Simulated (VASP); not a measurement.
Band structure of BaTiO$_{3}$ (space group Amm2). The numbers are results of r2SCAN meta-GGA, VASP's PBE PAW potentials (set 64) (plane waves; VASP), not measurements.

The path is coarsely sampled, so an indirect gap can come out somewhat too large. Unless said otherwise, spin-orbit coupling is left out, though it shifts the bands of the heavy elements here.

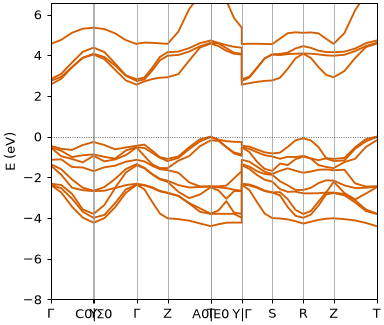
Bands along high-symmetry lines, zero at the valence-band maximum or, without a gap, the Fermi level

Read the plot: is there a gap, and where are the band edges?

The gap is indirect, 2.56 eV, from the valence maximum at E0-T at 0.25 to the conduction minimum at Γ.

The structure comes from a computed database's BaTiO3 entry (Amm2); how it stands against other phases isn't given here. It was relaxed first.
